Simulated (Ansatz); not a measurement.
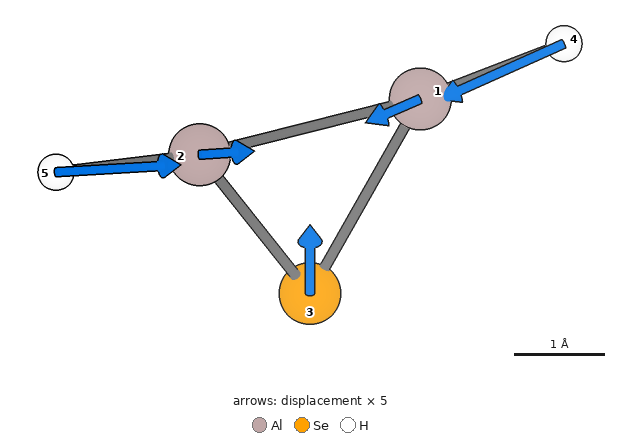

This is a relaxation of Al2H2Se. The starting structure is drawn; blue arrows show the displacements, magnified 5 times. The two geometries are superimposed by the best rigid fit.

A ball-and-stick model, seen at a tilt.

It is one of the separated reactants of a reaction.

Computed with RKS PBE-D4/def2-SVP in Ansatz. (force threshold 0.03 eV/Å; at most 250 steps)

Q: Atoms of which element are displaced furthest, and by how much?

A: Hydrogen: up to 0.31 Å, against 0.19 Å for selenium.

Q: Describe the change and its energy.

A: The energy falls by 21.8 kcal/mol in 4 geometry steps. The largest force component goes from 2.3 to 0.023 eV/Å. The largest moves after the best rigid fit, 0.31 Å, are those of H4 and H5. Largest moves by element: H 0.31 Å, Se 0.19 Å, Al 0.14 Å. Among the contacts that change: Al1–Al2 2.691 → 2.417 Å, Al2–Se3 2.635 → 2.378 Å, Al1–Se3 2.635 → 2.378 Å, Al1–H4 1.771 → 1.596 Å.
